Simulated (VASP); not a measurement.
Band structure of MgB₂ (AlB2 type). Method: PBE GGA with D3 dispersion (zero damping), VASP's PBE PAW potentials (set 64) (plane waves; VASP 6.6.1).

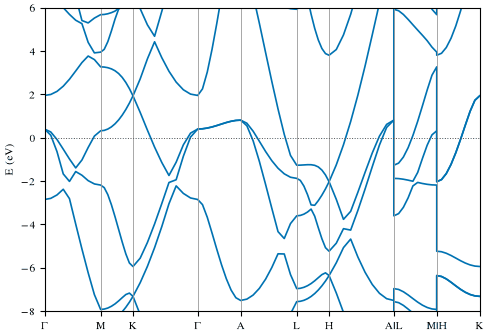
Figure: Bands along high-symmetry lines, zero at the valence-band maximum or, without a gap, the Fermi level

Question: Read the plot: is there a gap, and where are the band edges?

Answer: It has no gap at this level: it comes out as a metal or semimetal. (Edges off the drawn lines would not show.)

The compound is MgB2 in the AlB2 type structure. It was relaxed first.
